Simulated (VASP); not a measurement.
## Band edges against the vacuum: Ge(110)

Aim: ionisation energy and electron affinity of Ge(110), from a slab and a bulk run lined up through core potentials.

Method: r2SCAN; plane waves and PAW (Ge), in VASP 6.6.1.

Experimental background.

“Evidence for spin-to-charge conversion by Rashba coupling in metallic states at the Fe/Ge(111) interface” (2016, pmc:5171917) quotes from earlier work for Ge, diamond (bulk germanium, literature value): lattice constant a (cubic lattice constant, quoted experimental value) 5.657 Å [quoted experimental value, passing remark in the paper's theory part; no source or …].

“Electronic and optical properties of SixGe1-x-ySny alloys lattice-matched to Ge” (2021, arxiv:2109.02782) reports for Ge, diamond, by photoreflectance (Ge reference, 300 K): band gap (direct gap E0 (Gamma7c-Gamma8v)) 0.807 eV [room temperature; average of 10 fitting runs of the PR spectrum].

Report form: the programs' logs are mostly left out.

## Step 1: The structure

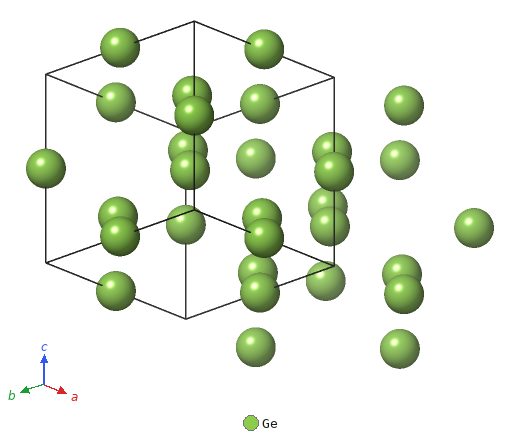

The cell as given, from a free direction (germanium green). 2×1×1 cells are drawn. This picture shows the conventional cell, with its axes. Some periodic images of atoms are drawn too.

## Step 2: Relaxing the bulk crystal

The later steps need the crystal at this functional's own lattice; a raised cutoff keeps the stress reliable while the cell changes.

Contents of INCAR:

```
SYSTEM = Ge
PREC = Accurate
ENCUT = 350
EDIFF = 1E-06
NELM = 120
ISMEAR = 0
SIGMA = 0.03
LREAL = .FALSE.
ALGO = Normal
METAGGA = R2SCAN
LASPH = .TRUE.
NBANDS = 10
LORBIT = 11
LWAVE = .FALSE.
LCHARG = .FALSE.
KPAR = 4
IBRION = 2
NSW = 40
ISIF = 3
EDIFFG = -0.02
POTIM = 0.4
```

Contents of POSCAR:

```
Ge
1.0
    0.0000000000      2.8300000000      2.8300000000
    2.8300000000      0.0000000000      2.8300000000
    2.8300000000      2.8300000000      0.0000000000
Ge
2
Direct
    0.0000000000      0.0000000000      0.0000000000
    0.2500000000      0.2500000000      0.2500000000
```

Contents of KPOINTS:

```
Automatic mesh
0
Gamma
6 6 6
0 0 0
```

PAW data sets: Ge (PBE family, release 64).

Started as:

```bash
$ mpirun -np 4 vasp_std
```

Run time: 26 s. Hardware: 4 MPI ranks of AMD EPYC 7R43, shared host; peak memory 0.41 GiB.

The PAW data sets were made with PBE, which is usual practice but a small mismatch for other functionals. The data set Ge keeps the semicore shell frozen, which is cheaper and a little less accurate. The run keeps the 48 symmetry operations of its start, so it cannot find a distortion of lower symmetry.

The steps of the relaxation:

```
step  energy less that of the first step (eV)  largest force (eV/Å)  pressure (GPa)  volume (Å³)
   1                                   0.0000                0.0000            0.67        45.33
   2                                  -0.0008                0.0000           -0.16        45.83
   3                                  -0.0008                0.0000            0.00        45.73
```

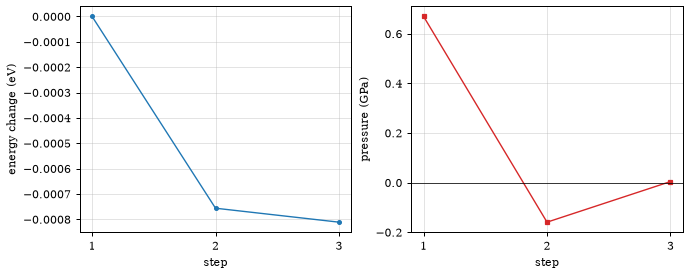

Energy and pressure along the relaxation.

```
conventional cell, symmetrised  before  after  change
                         a (Å)   5.660  5.676  +0.3 %
                         b (Å)   5.660  5.676  +0.3 %
                         c (Å)   5.660  5.676  +0.3 %
              volume (Å³/atom)   22.67  22.86  +0.9 %
```

The relaxed structure:

```
Ge
1.0
     0.00000    2.83821    2.83821
     2.83821    0.00000    2.83821
     2.83821    2.83821    0.00000
Ge
2
Cartesian
  0.0000 0.0000 0.0000
  1.4191 1.4191 1.4191
```

Numbers from this step:

```yaml
electronic_cycles: 20
electrons: 8
free_energy_toten: -27.69 eV
fermi_energy: 3.598 eV
```

The run ended after 3 ionic steps, 0.001 eV below its first step, once forces and stress met EDIFFG = -0.02.

## Step 3: Band edges of the bulk

A static bulk run at the slab's cutoff gives the band edges and the core potentials that tie them to the slab.

Contents of INCAR:

```
SYSTEM = Ge
PREC = Normal
ENCUT = 320
EDIFF = 1E-06
NELM = 120
ISMEAR = 0
SIGMA = 0.03
LREAL = .FALSE.
ALGO = Normal
METAGGA = R2SCAN
LASPH = .TRUE.
NBANDS = 10
LORBIT = 11
LWAVE = .FALSE.
LCHARG = .FALSE.
KPAR = 4
```

Contents of POSCAR:

```
Ge
1.0
    0.0000000000      2.8382092299      2.8382092299
    2.8382092299      0.0000000000      2.8382092299
    2.8382092299      2.8382092299      0.0000000000
Ge
2
Direct
    0.0000000000      0.0000000000      0.0000000000
    0.2500000000      0.2500000000      0.2500000000
```

Contents of KPOINTS:

```
Automatic mesh
0
Gamma
13 13 13
0 0 0
```

Started as:

```bash
$ mpirun -np 4 vasp_std
```

It took 17 s on 4 MPI ranks; peak memory 0.37 GiB; 66 s of CPU time.

The gap is read on the k-mesh alone, so it is an upper bound where the band edges lie off the mesh.

This step gave:

| Property | Result |
| --- | --- |
| electronic cycles | 12 |
| free energy (TOTEN) | -27.72 eV |
| Fermi energy | 3.660 eV |
| metallic | no |
| gap on the k-mesh | 0.3891 eV |
| least direct gap on the k-mesh | 0.3891 eV |

## Step 4: Surface relaxation

System of this step: Ge(110). The cell holds 18 atoms: 18 Ge. Its edges and angles: a = 4.014 Å, b = 5.676 Å, c = 32.055 Å, α = 90.0°, β = 90.0°, γ = 90.0°. It derives from Ge. 9 layers, cut at this functional's lattice. Vacuum lies along c.

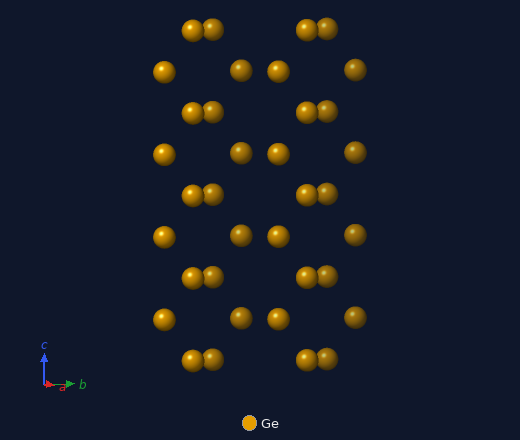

The cell of this step (germanium orange). 1×2×1 cells are drawn.

All atoms relax at the fixed cell.

Contents of INCAR:

```
SYSTEM = Ge
PREC = Normal
ENCUT = 320
EDIFF = 1E-05
NELM = 120
ISMEAR = 0
SIGMA = 0.03
LREAL = Auto
ALGO = Normal
METAGGA = R2SCAN
LASPH = .TRUE.
NBANDS = 54
LORBIT = 11
LWAVE = .FALSE.
LCHARG = .FALSE.
KPAR = 2
NCORE = 2
IBRION = 2
NSW = 60
ISIF = 2
EDIFFG = -0.03
POTIM = 0.4
MAXMIX = 40
IDIPOL = 3
LDIPOL = .TRUE.
DIPOL = 0.5 0.5 0.5
```

Contents of POSCAR:

```
Ge
1.0
    4.0138339858      0.0000000000      0.0000000000
    0.0000000000      5.6764184598      0.0000000000
    0.0000000000      0.0000000000     32.0553359431
Ge
18
Direct
    0.7500000000      0.3750000000      0.7504315700
    0.2500000000      0.6250000000      0.7504315700
    0.2500000000      0.8750000000      0.6878236700
    0.7500000000      0.1250000000      0.6878236700
    0.7500000000      0.3750000000      0.6252157800
    0.2500000000      0.6250000000      0.6252157800
    0.2500000000      0.8750000000      0.5626078900
    0.7500000000      0.1250000000      0.5626078900
    0.7500000000      0.3750000000      0.5000000000
    0.2500000000      0.6250000000      0.5000000000
    0.2500000000      0.8750000000      0.4373921100
    0.7500000000      0.1250000000      0.4373921100
    0.7500000000      0.3750000000      0.3747842200
    0.2500000000      0.6250000000      0.3747842200
    0.2500000000      0.8750000000      0.3121763300
    0.7500000000      0.1250000000      0.3121763300
    0.7500000000      0.3750000000      0.2495684300
    0.2500000000      0.6250000000      0.2495684300
```

Contents of KPOINTS:

```
Automatic mesh
0
Gamma
6 4 1
0 0 0
```

Started as:

```bash
$ mpirun -np 4 vasp_std
```

Run time: 13 min. Hardware: 4 MPI ranks; peak memory 0.89 GiB.

The run keeps the 8 symmetry operations of its start, so it cannot find a distortion of lower symmetry.

Relaxation path:

```
step  energy less that of the first step (eV)  largest force (eV/Å)
   1                                   0.0000                0.3126
   2                                  -0.0162                0.2086
   3                                  -0.0269                0.1254
   4                                  -0.0282                0.1388
   5                                  -0.0321                0.0686
   6                                  -0.0331                0.0577
   7                                  -0.0332                0.0644
   8                                  -0.0341                0.0315
   9                                  -0.0344                0.0312
  10                                  -0.0351                0.0195
```

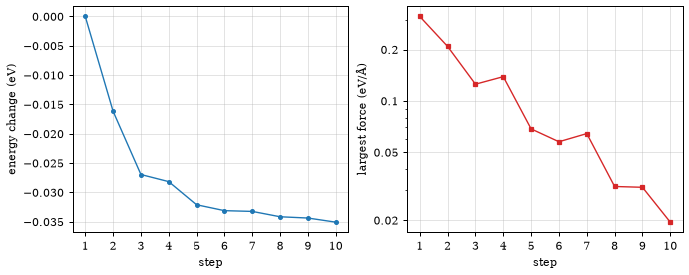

Energy and largest force along the relaxation.

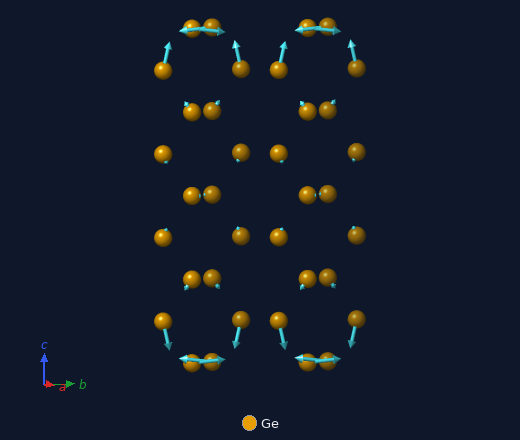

Displacements in the relaxation, exaggerated; the longest in the cell stands for 0.04 Å. 1×2×1 cells are drawn.

The atoms that moved most (Å):

```
atom     dx      dy      dz  length
 Ge2  0.000  -0.041  -0.004   0.041
 Ge1  0.000   0.041  -0.004   0.041
Ge18  0.000  -0.041   0.004   0.041
Ge17  0.000   0.041   0.004   0.041
 Ge3  0.000  -0.008   0.034   0.034
 Ge4  0.000   0.008   0.034   0.034
Ge15  0.000  -0.008  -0.034   0.034
Ge16  0.000   0.008  -0.034   0.034
```

Final coordinates:

```
Ge
1.0
     4.01383    0.00000    0.00000
     0.00000    5.67642    0.00000
     0.00000    0.00000   32.05534
Ge
18
Cartesian
  3.0104 2.1695 24.0509
  1.0035 3.5069 24.0509
  1.0035 4.9593 22.0820
  3.0104 0.7172 22.0820
  3.0104 2.1234 20.0490
  1.0035 3.5530 20.0490
  1.0035 4.9650 18.0298
  3.0104 0.7114 18.0298
  3.0104 2.1313 16.0277
  1.0035 3.5452 16.0277
  1.0035 4.9650 14.0255
  3.0104 0.7114 14.0255
  3.0104 2.1234 12.0064
  1.0035 3.5530 12.0064
  1.0035 4.9593 9.9734
  3.0104 0.7172 9.9734
  3.0104 2.1695 8.0044
  1.0035 3.5069 8.0044
```

Numbers from this step:

* electronic cycles: 62
* electrons: 72
* free energy (TOTEN): -245.0659 eV
* energy at zero smearing: -245.0629 eV
* Fermi energy: -0.3327 eV
* metallic: yes
* dipole moment: 0, 0, 0 e·Å

The run ended after 10 ionic steps, 0.035 eV below its first step, once the forces on the free atoms met EDIFFG = -0.03.

## Step 5: Potential and states of the slab

A static run writes the electrostatic potential without exchange and correlation (LVHAR), which is flat in the vacuum and gives the level to count from. The dipole correction cancels the field that unlike faces would set up across the vacuum.

Contents of INCAR:

```
SYSTEM = Ge
PREC = Normal
ENCUT = 320
EDIFF = 1E-06
NELM = 120
ISMEAR = 0
SIGMA = 0.03
LREAL = Auto
ALGO = Normal
METAGGA = R2SCAN
LASPH = .TRUE.
NBANDS = 54
LORBIT = 11
LWAVE = .FALSE.
LCHARG = .TRUE.
KPAR = 2
IDIPOL = 3
LDIPOL = .TRUE.
DIPOL = 0.5 0.5 0.5
LVHAR = .TRUE.
LVACPOTAV = .TRUE.
NEDOS = 1500
```

Contents of POSCAR:

```
Ge
1.0
    4.0138339858      0.0000000000      0.0000000000
    0.0000000000      5.6764184598      0.0000000000
    0.0000000000      0.0000000000     32.0553359431
Ge
18
Direct
    0.7500000000      0.3821978202      0.7502946323
    0.2500000000      0.6178021798      0.7502946323
    0.2500000000      0.8736602196      0.6888698719
    0.7500000000      0.1263397804      0.6888698719
    0.7500000000      0.3740768837      0.6254481492
    0.2500000000      0.6259231163      0.6254481492
    0.2500000000      0.8746741494      0.5624596504
    0.7500000000      0.1253258506      0.5624596504
    0.7500000000      0.3754594207      0.5000000000
    0.2500000000      0.6245405793      0.5000000000
    0.2500000000      0.8746741494      0.4375403496
    0.7500000000      0.1253258506      0.4375403496
    0.7500000000      0.3740768837      0.3745518508
    0.2500000000      0.6259231163      0.3745518508
    0.2500000000      0.8736602196      0.3111301281
    0.7500000000      0.1263397804      0.3111301281
    0.7500000000      0.3821978202      0.2497053677
    0.2500000000      0.6178021798      0.2497053677
```

KPOINTS is that of step 4.

Contents of KPOINTS_OPT:

```
Line mode
14
Line-mode
Reciprocal
  0.00000000   0.00000000   0.00000000 GAMMA
  0.50000000   0.00000000   0.00000000 X

  0.50000000   0.00000000   0.00000000 X
  0.50000000   0.50000000   0.00000000 S

  0.50000000   0.50000000   0.00000000 S
  0.00000000   0.50000000   0.00000000 Y

  0.00000000   0.50000000   0.00000000 Y
  0.00000000   0.00000000   0.00000000 GAMMA

  0.00000000   0.00000000   0.00000000 GAMMA
  0.50000000   0.50000000   0.00000000 S
```

Started as:

```bash
$ mpirun -np 4 vasp_std
```

Wall time 11 min (4 MPI ranks); peak memory 1.1 GiB; 44 min of CPU time.

This step gave:

| Quantity | Value |
| --- | --- |
| electronic cycles | 23 |
| Fermi energy | -0.3322 eV |
| vacuum levels | 4.623, 4.623 eV |
| work functions of the upper and lower face | 4.955, 4.955 eV |

Electronic bands along the path, in eV, zero at the Fermi level; # counts the bands kept:

```
point    #25    #26    #27    #28    #29    #30   #31   #32
    Γ  -0.39  -0.07   0.06   0.20   0.40   0.93  1.18  1.48
    X  -1.93  -1.93  -0.17  -0.17  -0.06  -0.06  1.33  1.33
    S  -1.55  -1.55  -0.43  -0.43  -0.01  -0.01  1.62  1.62
    Y  -1.28  -1.25  -0.29  -0.16  -0.14   0.02  0.94  1.21
    Γ  -0.39  -0.07   0.06   0.20   0.40   0.93  1.18  1.48
    S  -1.55  -1.55  -0.43  -0.43  -0.01  -0.01  1.62  1.62
```

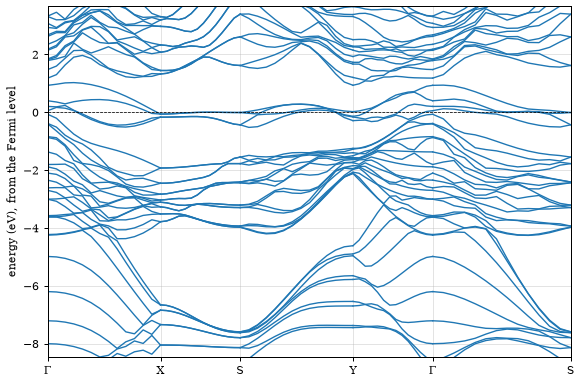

Electronic bands along the path.

The planar average of the electrostatic potential oscillates, so the rows of the table below give means over windows of 1.95 Å about each position, cut where the curve ends. Its maxima inside the range that stand out by 2 % of the span (Å: eV): 9.0: -0.127, 11.0: 0.16, 13.1: -0.0242, 15.0: -0.142, 17.1: -0.142, 19.0: -0.0242, 21.1: 0.16, 23.0: -0.127. Its minima: 8.2: -4.57, 10.2: -4.86, 12.2: -5.05, 14.3: -5.07, 16.3: -5.09, 17.7: -5.07, 19.8: -5.05, 21.9: -4.86, 23.8: -4.57.

Zero at the Fermi level. The planar average of the electrostatic potential by height; means over each step:

```
height (Å)  planar average of the electrostatic potential (eV)
      0.97                                                4.96
      2.92                                                4.96
      4.87                                                4.93
      6.82                                                1.82
      8.77                                               -3.09
     10.72                                               -3.10
     12.67                                               -3.27
     14.62                                               -3.37
     16.57                                               -3.39
     18.52                                               -3.32
     20.47                                               -3.25
     22.42                                               -3.25
     24.38                                               -1.97
     26.32                                                4.73
     28.27                                                4.95
     30.22                                                4.96
```

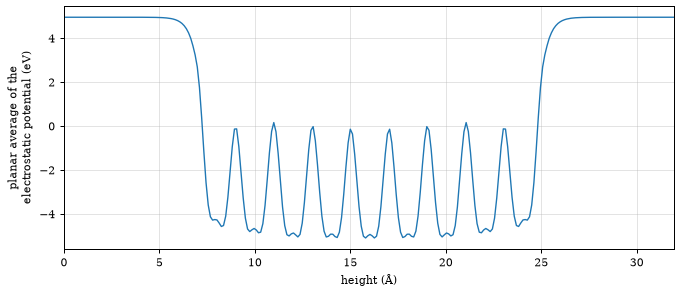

Planar average of the electrostatic potential against height.

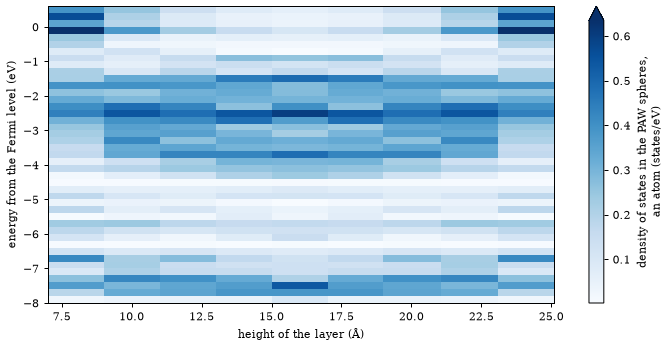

Density of states in the PAW spheres, an atom over height of the layer and energy from the Fermi level.

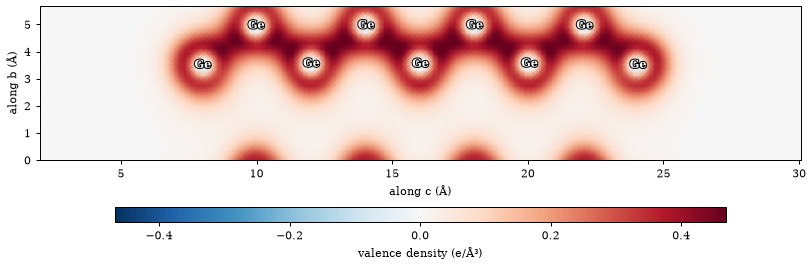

Valence density in the cb plane at fractional x = 0.250, with atoms of Ge within 0.2 Å of it. It is the smooth field of the valence electrons, not physical close to the nuclei. The far vacuum is left out of the map.

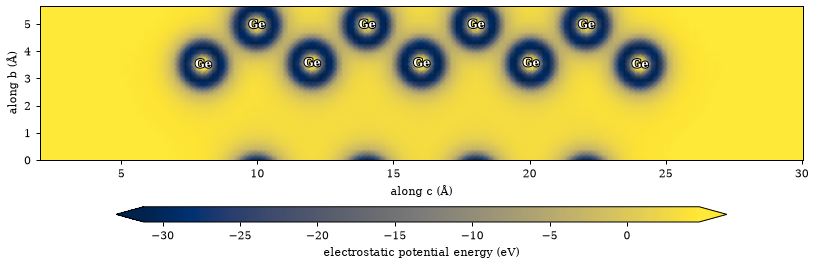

Electrostatic potential energy in the cb plane at fractional x = 0.250, with atoms of Ge within 0.2 Å of it. With pseudopotentials it is smooth inside the atoms' cores, unlike the true potential. The far vacuum is left out of the map.

The map of layer states is cut here 0.5 eV above the Fermi level, so it leaves out the states above that.

The vacuum level lies 4.96 eV above the Fermi level at the upper face; both faces agree, as the slab has next to no dipole.

The program found no field-free point at its default tolerance, but its printed level agrees with the flat part of the planar average.

On this mesh the fine structure of the density of states is sampling noise, and high empty states may be cut by the number of bands.

## Step 6: Lining up bulk and slab

This step: band edges against the vacuum, r2SCAN; plane waves and PAW (VASP 6.6.1).

Derived from the runs above.

This step gave:

- ionisation energy: 4.905 eV
- offset spread: 0.03020 eV
- bulk gap: 0.3891 eV
- slab gap: 0 eV
- electron affinity: 4.516 eV
- buckling: 0 Å
- tilt: 0 degree
- surface energy, relaxed: 1.566 J/m²

The averaged core potentials of the four middle atoms lie -3.744 eV from those of the bulk run. The bulk valence top (3.462 eV), moved by that offset, is taken from the upper vacuum level (4.623 eV).

## Step 7: Summary of results

| Property | Result |
| --- | --- |
| ionisation energy | 4.90 eV |
| electron affinity | 4.52 eV |
| buckling | 0 Å |
| surface energy, relaxed | 1.57 J/m² |

In words: The bulk valence-band top lies 4.90 eV below the vacuum of Ge(110), and the conduction-band bottom 4.52 eV. The symmetry kept forbids the top layer to buckle, so all numbers belong to a flat surface that may not be the lowest. It costs 1.57 J/m². The slab itself is metallic, through states of its surfaces. The offsets of the four middle atoms spread by 0.03 eV; a shift common to all four would not show in it. One thickness was run. Semilocal band edges put the valence top too high and the gap too small. Spin-orbit coupling, left out here, would raise the valence top further.

Calculation against experiment:

```
                  quantity  measured           r2SCAN
    lattice constant a (Å)     5.657   5.676 (+0.3 %)
band gap (direct gap) (eV)     0.807  0.39 (-0.42 eV)
```

Measured values from pmc:5171917 (2016) and arxiv:2109.02782 (2021).

Verdict: The lattice constant a is off by +0.3 %: good agreement. The band gap is off by -0.42 eV: a clear miss. Local and semilocal functionals usually give gaps below the measured ones. An optical gap can lie under the band gap by the exciton's binding. Zero-point and thermal motion shift the measured gap. The grades are ours: good and fair within 0.7 and 1.5 % for the lattice constant a. Zero-point motion and thermal expansion are not in the computed lattice constants. As a rule both would widen the computed cell, so the excess over experiment is if anything larger than shown.

[Lines on the potential files, build, host, timing and source positions are cut from VASP's logs without a mark.]

[Logs are printed without paths, hosts, clocks, repeated set-up lines and the standing remarks that a program may print on its own settings, such as how far it seeks lower states.]

[Hosts, paths, dates, database ids (printed as entryN), source tags and the programs' standing remarks are cut or masked in the printed files.]

[Runs that stopped without an error message from VASP are left out.]
